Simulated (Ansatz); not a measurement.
Cl2Cu (doublet)

```tsv
atom	x (Å)	y (Å)	z (Å)
Cu	0.0000	0.0002	0.0003
Cl	1.2611	1.1313	-1.1706
Cl	-1.2612	-1.1315	1.1703
```

Geometry: PBE0-D4/def2-TZVP.

Theory: UKS PBE0-D4/def2-TZVP (Ansatz).

What will maps of the electron density, electron localisation function and spin density show?

Answer. Cu–Cl (2.06 Å): the density is about 0.79 e/Å³ at the midpoint; the ELF peaks at about 0.80 in the valence shell of Cl, 0.8 Å from its nucleus, and is about 0.40 at the midpoint.
The unpaired spin (1 electron) lies mostly on Cu1 (about 0.5), Cl2 (about 0.2) and Cl3 (about 0.2), in electrons by Hirshfeld's partition.

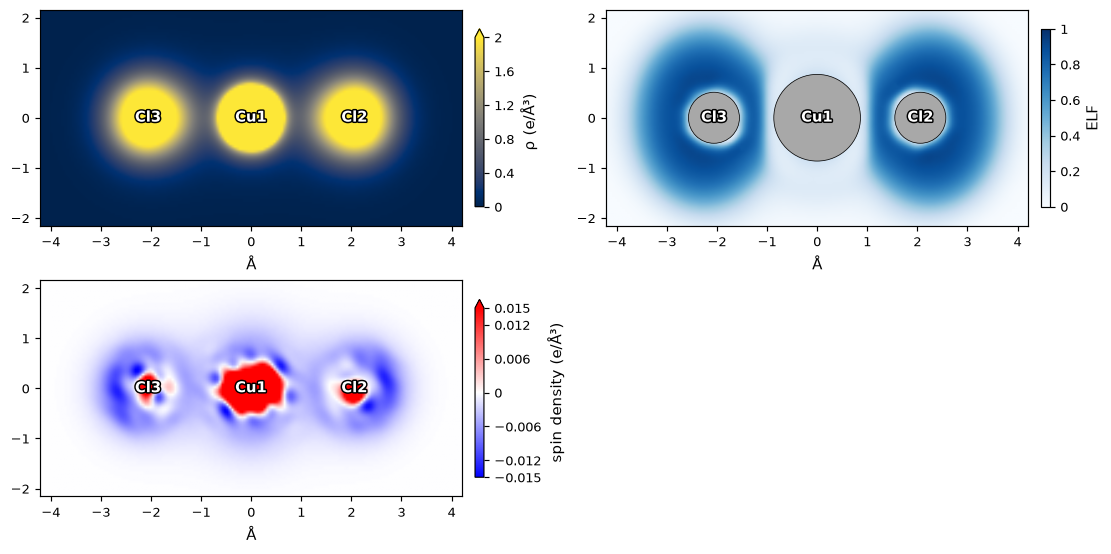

Computed electron density, electron localisation function and spin density on a plane that holds the molecular axis, in this order. Grey discs cover the atomic cores in the ELF map. 
